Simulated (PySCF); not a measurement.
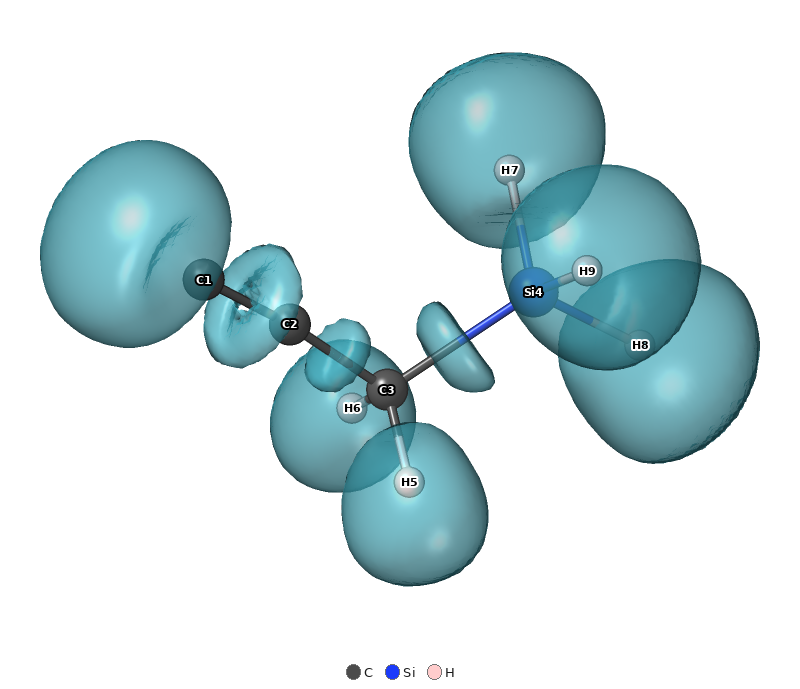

Figure 1: C₃H₅Si (SMILES [C-]#CC[SiH3]) (charge −1). Isosurface of the ELF at 0.85 (cyan), seen at a tilt. Only the valence region is drawn (cores and ρ < 0.01 e/Å³ removed).

Geometry: GFN2-xTB.

Computed with PBE0/def2-SVPD, SCF density, gas phase in PySCF.

```xyz
9

C     2.6816    0.8872    0.4279
C     1.6627    0.2400    0.2193
C     0.4996   -0.6670   -0.0430
Si   -1.1034    0.3201   -0.0814
H     0.6329   -1.2006   -1.0028
H     0.4368   -1.4517    0.7342
H    -1.3517    0.9936    1.2056
H    -2.3593   -0.4505   -0.3351
H    -1.0857    1.3348   -1.1499
```

### Identify the bonds, lone pairs and shells in this picture.

At this value the surface marks out two regions between bonded C–C atoms (shared pairs), one region between bonded C–Si atoms (shared pairs), five regions around hydrogen nuclei and one lobe on C, pointing away from the bonds (lone pairs). Along the contacts the grid gives the following. C–C (1.23 Å): the ELF peaks at about 0.85 between the atoms: a short, multiple covalent bond. C–Si (1.88 Å): the ELF peaks at about 0.95 between the atoms; localised, covalent bonding.
